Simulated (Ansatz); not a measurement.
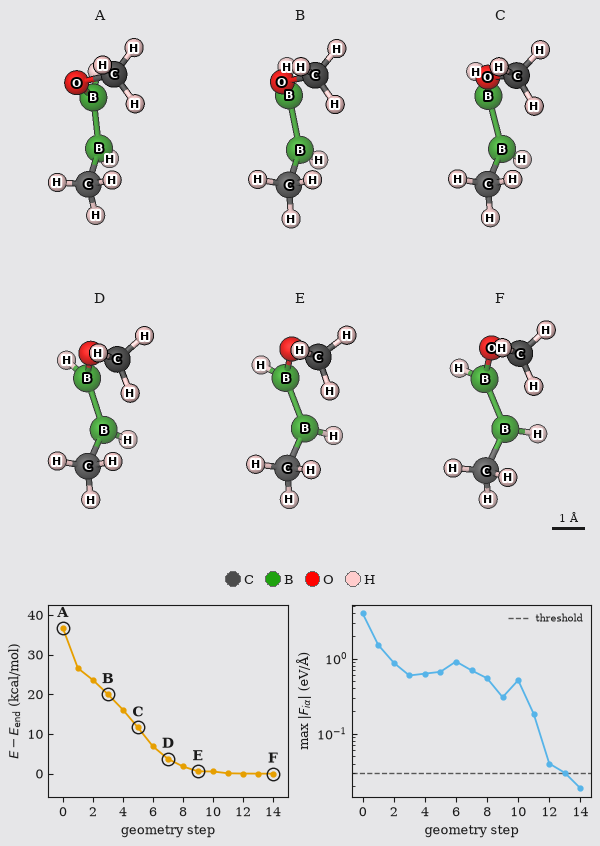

Frames of a relaxation of C₂H₈B₂O (coarse preliminary run), marked on the history of the run. The picture is a ball-and-stick view, seen from a free direction.

The start comes from a force field.

Computed with Ansatz, RKS PBE-D4/def2-SVP. Settings: force threshold 0.03 eV/Å; at most 200 steps.

### What happens along the run?

After 14 geometry steps the energy has fallen by 36.7 kcal/mol. The largest force component goes from 4 to 0.019 eV/Å. The largest move after the best rigid fit is that of an H atom, 1.26 Å. By element the largest moves are H 1.26 Å, O 0.80 Å, B 0.37 Å, C 0.23 Å. Some distances before and after: B–O 1.464 → 1.360 Å, C–H 1.032 → 1.107 Å, C–O 1.458 → 1.419 Å, B–B 1.655 → 1.692 Å. Bond angles that change, for instance: B–O–C 106.0° → 122.3°, B–C–H 106.3° → 114.3°, C–B–B 119.5° → 126.0°. Groups turn about B–O by about 90°, B–B by about 90°, C–O by about 55°. The run took 18 s on 4 threads of Arm Neoverse V1, on a shared host. From step 0 to 3: an H atom moves most (0.37 Å), energy −16.7 kcal/mol. From step 3 to 5: an H atom moves most (0.39 Å), energy −8.39 kcal/mol. From step 5 to 7: an H atom moves most (0.32 Å), energy −7.90 kcal/mol. From step 7 to 9: an H atom moves most (0.31 Å), energy −3.14 kcal/mol. From step 9 to 14: H atoms move most (0.27 Å), energy −0.60 kcal/mol.

| step | E − E(0), kcal/mol | largest force component, eV/Å |
| --- | --- | --- |
| 0 | 0.00 | 3.9713 |
| 1 | -10.12 | 1.5174 |
| 2 | -13.09 | 0.8787 |
| 3 | -16.69 | 0.5951 |
| 4 | -20.59 | 0.6294 |
| 5 | -25.08 | 0.6658 |
| 6 | -29.82 | 0.9127 |
| 7 | -32.98 | 0.6956 |
| 8 | -34.90 | 0.5469 |
| 9 | -36.12 | 0.3060 |
| 10 | -36.17 | 0.5147 |
| 11 | -36.62 | 0.1833 |
| 12 | -36.69 | 0.0401 |
| 13 | -36.71 | 0.0302 |
| 14 | -36.72 | 0.0188 |
